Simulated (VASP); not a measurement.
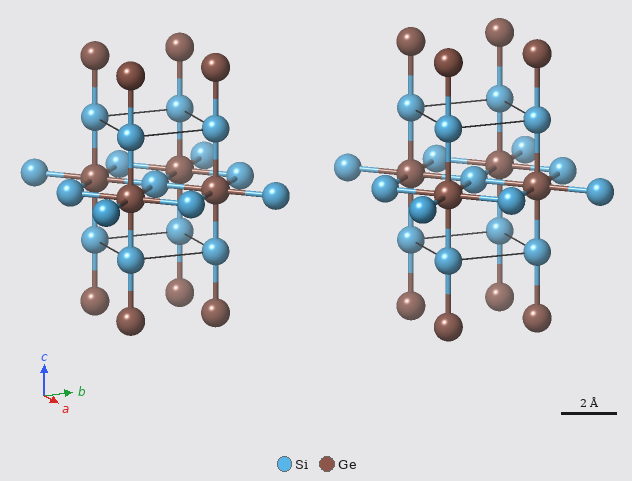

Two geometries of crystalline Si₂Ge (a generated structure, set up in P4/mmm), drawn at one scale. One is the start of a relaxation, the other its converged end. The picture is a ball-and-stick view of the cell of the calculation, seen slightly off an axis.

Theory: VASP 6.6.1, Kohn-Sham DFT of a periodic cell, PBE, VASP PAW PBE potentials, recommended. (plane-wave cutoff 520 eV; k-point mesh 6 × 6 × 5; occupations gaussian; smearing width 0.15 eV; no spin polarisation)

Which one is relaxed?

The right one is the relaxed one. The run lets cell and atoms move. No atom moves by more than 0.005 Å relative to the cell. The drawn cell changes as follows: a = b 3.384 → 3.539 Å (+4.6 %), c 4.642 → 5.000 Å (+7.7 %); the volume changes by +17.8 %. Some distances before and after: Ge–Si 2.321 → 2.500 Å, Ge–Si 2.393 → 2.502 Å. The space group stays P4/mmm (No. 123). Over 2 geometry steps the energy falls by 135 meV per atom. All forces vanish by symmetry, so only the cell relaxes. The pressure goes from 14.96 to −0.30 GPa. The volume changes by over a tenth within one run on a fixed set of plane waves, so the end point should be relaxed again from the new cell. It ran on 1 thread of AMD EPYC 9R45 (Zen 5), on a shared host.
